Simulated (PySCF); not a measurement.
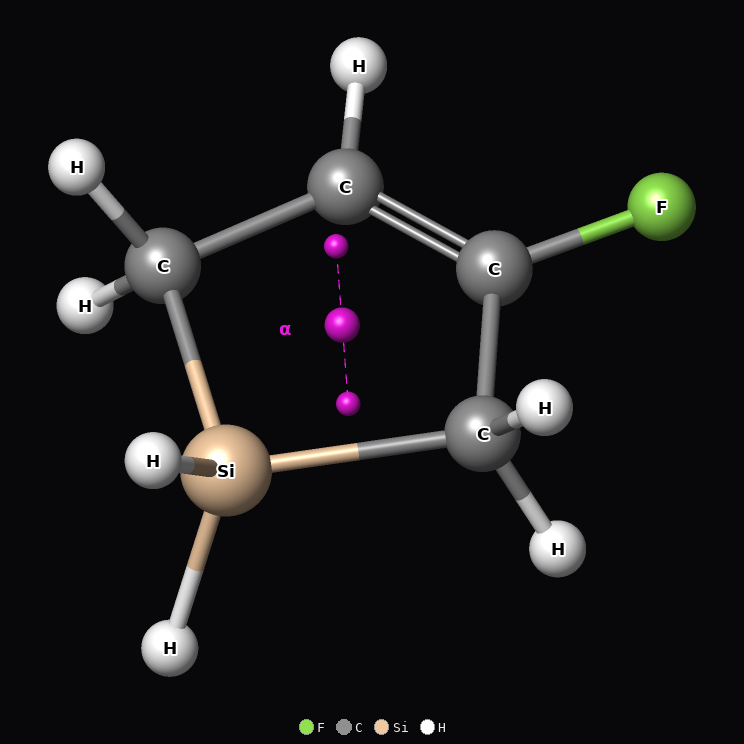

The small points mark where nucleus-independent chemical shifts (NICS) were computed: at the centre of each lettered ring and 1 Å above and below it. The geometry was computed by an optimisation with PBE0-D3(BJ)/def2-SVP. No frequency run is at hand to confirm it as a minimum. Method: GIAO PBE0/pcSseg-1 NMR shielding, non-relativistic, IEF-PCM water (PySCF 2.14.0).

Give NICS(0), NICS(1) and the out-of-plane component NICS(1)zz for each ring (means of the two sides).

| ring | members | NICS(0) | NICS(1) | NICS(1)zz |
| --- | --- | --- | --- | --- |
| α | C4Si | −4.2 | −2.7 | −0.5 |

Values in ppm.

What do the values say about the ring currents?

Ring α: weak, as in a non-aromatic ring. NICS is one index among several.
